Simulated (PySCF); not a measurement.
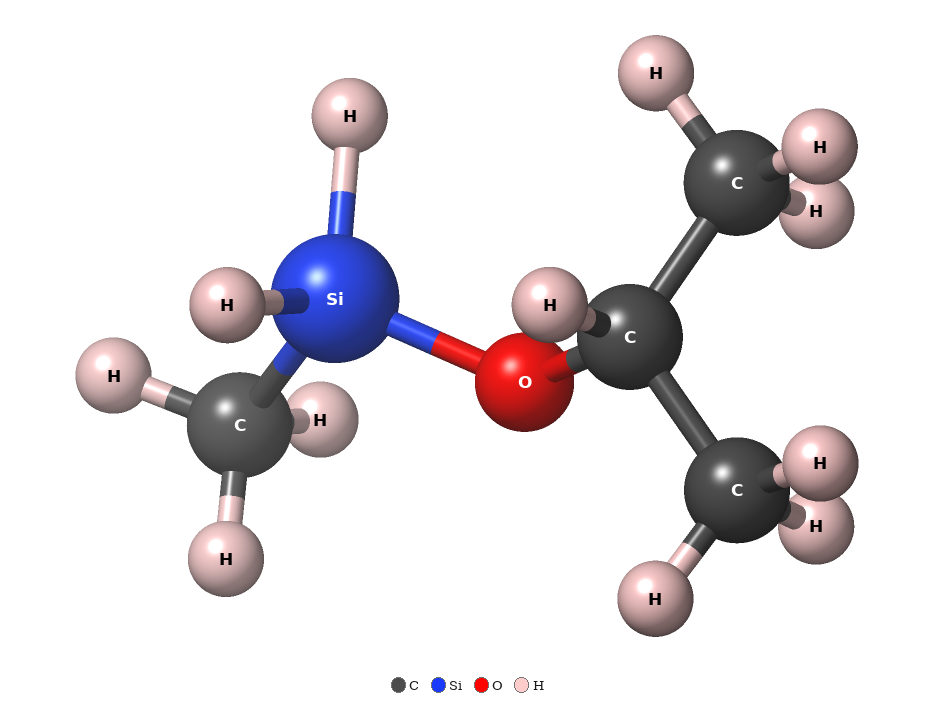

The picture shows a molecular structure as a ball-and-stick model. Every bond is drawn as one stick, whatever its order.

**Count the atoms of each element.**

C4H12OSi, 18 atoms: 4 carbon, 12 hydrogen, 1 oxygen and 1 silicon.

**Describe its rings.**

It has no ring.

**Name functional groups in it.**

Among them: Si–H bond, Si–O bond.

**Give a SMILES string for it.**

C[SiH2]OC(C)C

**Give the symmetry (Schoenflies symbol).**

C1.

More results for the same structure follow; atom numbers are the same in all pictures, views and colours differ. Computed geometry: PBE0-D3(BJ)/def2-SVP optimisation. No frequency run is at hand to confirm it as a minimum.

## NMR shielding

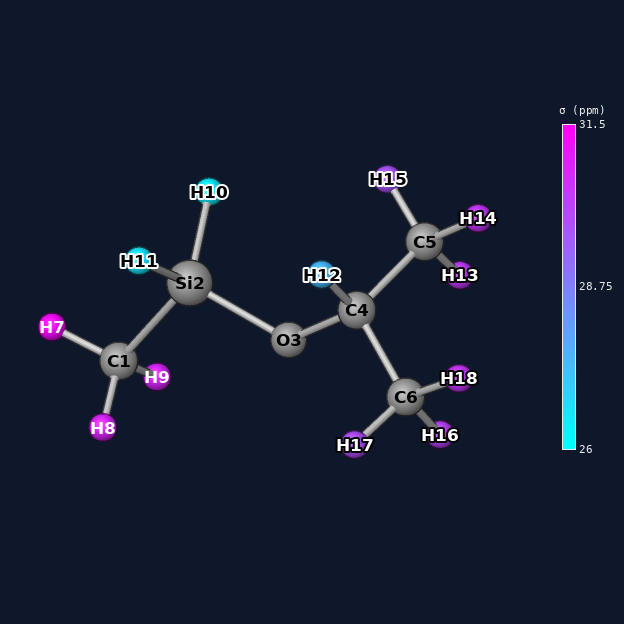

Atoms are coloured by their isotropic NMR shieldings (H only, the others grey). No frequency run is at hand to confirm it as a minimum. Level of theory: GIAO PBE0/pcSseg-1 NMR shielding, non-relativistic, IEF-PCM cyclohexane (PySCF 2.14.0).

**Which H atom is the most shielded (lowest chemical shift)?**

H7 (31.31 ppm).

**Which H atom is the least shielded (highest chemical shift)?**

H10 (26.34 ppm).

**How wide is the range of H shifts?**

4.97 ppm.

List the isotropic NMR shieldings of the H atoms.

```csv
atom,σ (ppm)
H7,31.31
H8,30.72
H9,30.69
H10,26.34
H11,26.47
H12,27.46
H13,30.21
H14,30.28
H15,29.66
H16,30.09
H17,29.84
H18,30.32
```

## Charges

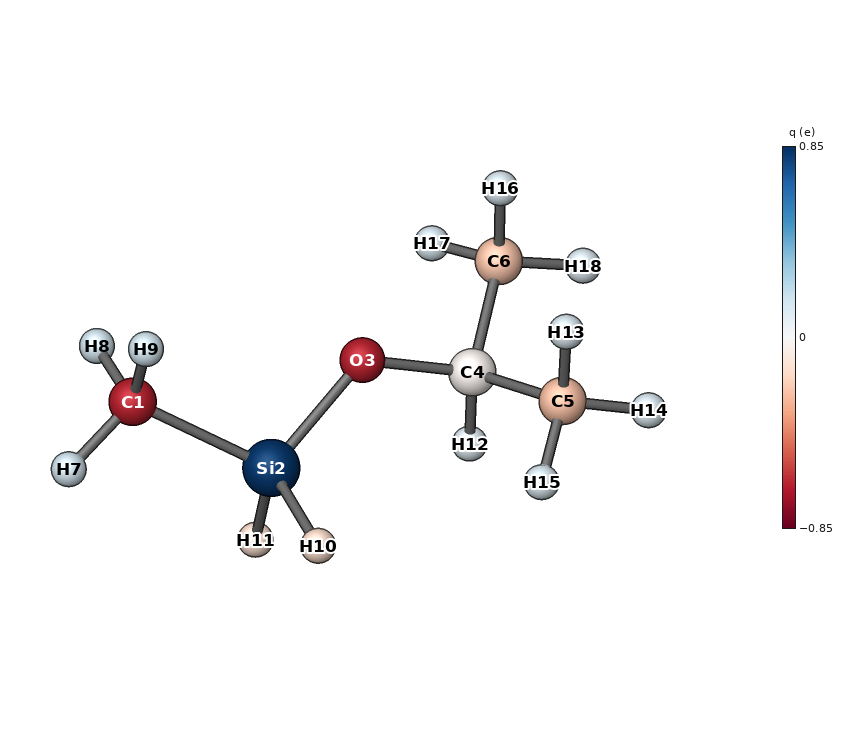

Atoms are coloured by their Mulliken charges. No frequency run is at hand to confirm it as a minimum. Level of theory: PBE0/pcSseg-1 in cyclohexane (IEF-PCM) (PySCF 2.14.0).

Give the Mulliken charges atom by atom.

```tsv
atom	value (e)
C1	−0.65
Si2	0.82
O3	−0.65
C4	−0.03
C5	−0.25
C6	−0.24
H7	0.15
H8	0.15
H9	0.15
H10	−0.13
H11	−0.13
H12	0.10
H13	0.12
H14	0.12
H15	0.12
H16	0.11
H17	0.12
H18	0.11
```

## Electronic properties

No frequency run is at hand to confirm it as a minimum. Method: PBE0/pcSseg-1 in cyclohexane (IEF-PCM) (PySCF 2.14.0).

Predict the main results.

- dipole moment: 0.47 D
- HOMO energy (Kohn–Sham orbital): −7.82 eV
- LUMO energy (Kohn–Sham orbital): 1.04 eV
- HOMO–LUMO gap: 8.86 eV

## Polarisability

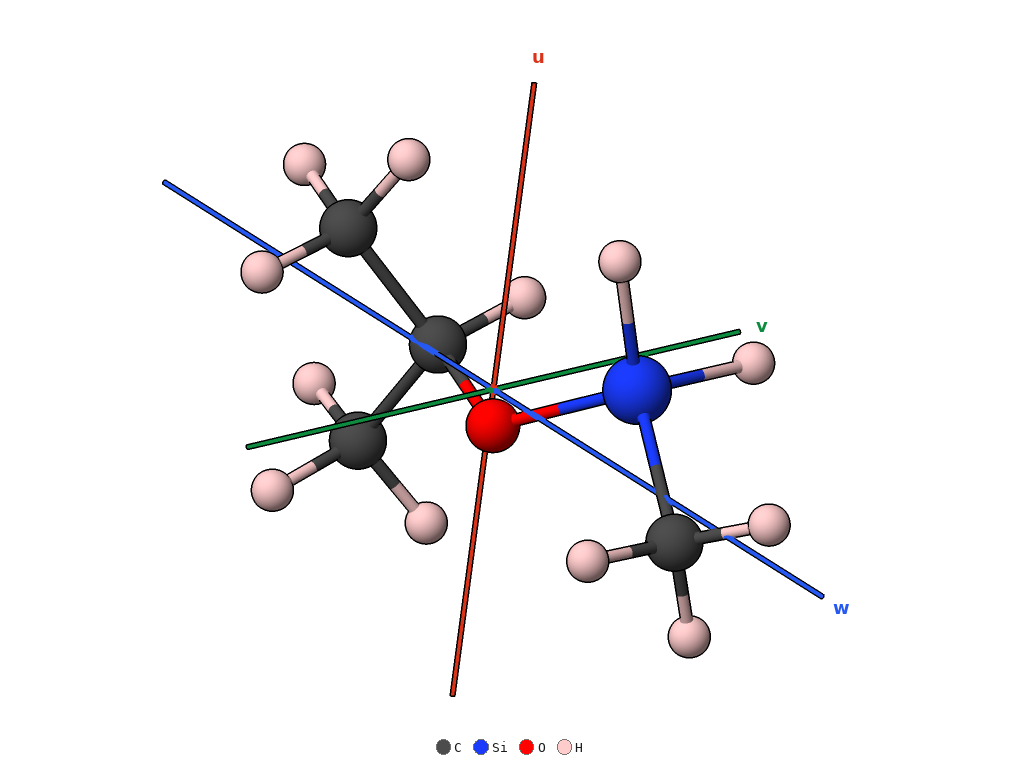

The lines u, v and w are the principal axes of the static dipole polarisability. No frequency run is at hand to confirm it as a minimum. Level of theory: ωB97X-D/def2-SVPD in cyclohexane (IEF-PCM) (PySCF 2.14.0).

**Along which axis is the molecule most polarisable, and along which least?**

Most along w, least along v.

**Give the three principal values.**

u 87.3, v 82.4, w 100.3 bohr³; mean 90.0, anisotropy 16.1 bohr³.

Mulliken values depend strongly on the basis set and can even reverse the polarity of a bond.
